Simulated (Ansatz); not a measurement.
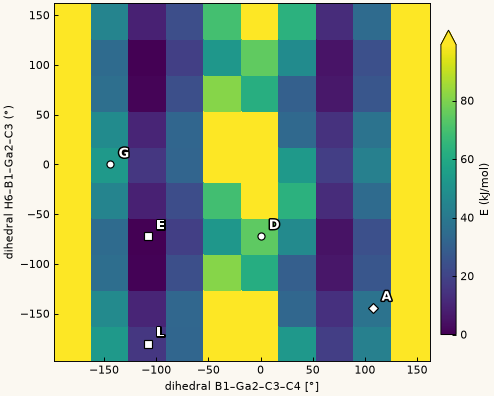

C2H7BFGa, SMILES [BH2][GaH][CH2]CF. 
- The first coordinate is: dihedral B1–Ga2–C3–C4; the second: dihedral H6–B1–Ga2–C3.
- Nothing is relaxed (all other coordinates rigid).
- The scan uses a 10 × 10 grid.
- Energies: kJ/mol, counted from the lowest grid point.
- Energies and slopes of some neighbouring points disagree (a jump in structure or state, or too coarse a mesh).
- The calculation used RHF-MP2, frozen core/def2-SVP (Ansatz 0.2.0).

In the figure: one coloured cell a grid point, one colour for all values above the top of the scale, lettered points.

**Is L the lowest point of the computed grid?**

No. L lies 16 kJ/mol above the lowest grid point, which is at dihedral B1–Ga2–C3–C4 = −108°, dihedral H6–B1–Ga2–C3 = −72°.

**Rank the lettered points by energy, lowest first.**

E (0 kJ/mol), L (16 kJ/mol), A (38 kJ/mol), G (53 kJ/mol), D (75 kJ/mol).
